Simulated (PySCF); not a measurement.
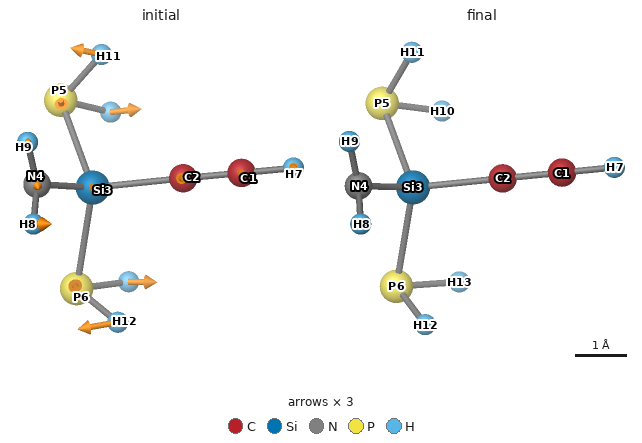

The structure of C2H7NP2Si before (left) and after (right) a relaxation, at one scale. The orange arrows give the displacements, 3 times their true length.

Style: ball-and-stick. Shown face on.

The start comes from GFN2-xTB. Its atoms were then displaced at random by about 0.01 Å.

Level of theory: PySCF 2.14.0, density-fitted response routines, PBE0-D3(BJ)/def2-SVP geometry optimisation, gas phase. 

Summarise the run.

Over 10 geometry steps the energy falls by 26.4 kJ/mol. The atom that moves furthest after the best rigid fit is H12 (0.28 Å). Largest moves by element: H 0.28 Å, P 0.13 Å, C 0.08 Å, N 0.06 Å, Si 0.03 Å. Near-neighbour distances that change, for instance: P6–H13 1.365 → 1.430 Å, P5–H11 1.383 → 1.431 Å, Si3–N4 1.685 → 1.727 Å, C1–C2 1.188 → 1.219 Å. Among the angles between lasting bonds that change: P5–Si3–P6 112.4° → 107.7°, N4–Si3–P5 103.2° → 107.5°, Si3–N4–H9 122.5° → 119.1°.
